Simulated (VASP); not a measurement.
Input:

```
VSi
1.0
    2.93884     0.00000     0.00000
    0.00000     2.93884     0.00000
    0.00000     0.00000     2.93884
V Si
1 1
Cartesian
  0.00000   0.00000   0.00000
  1.46942   1.46942   1.46942
```

Level of theory: PBEsol GGA, VASP's PBE PAW potentials (set 64) (plane waves; VASP). Settings: 400 eV cut-off, 14×14×14 Γ-centred mesh, tetrahedra with Blöchl corrections, potentials V_sv Si.

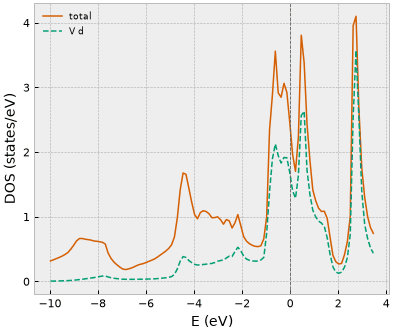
Figure: Total and projected density of states, zero at the Fermi level

Within 2 eV below the Fermi level the largest weight inside VASP's projection spheres is V d.

It has no gap at this level: it comes out as a metal or semimetal.

The structure was generated: VSi was put into the CsCl type (Pm-3m), which need not be its known phase. It was relaxed first. The run is not spin-polarised, so no magnetic state was tried. The electron count is odd and the run is not spin-polarised, which forces a metal.
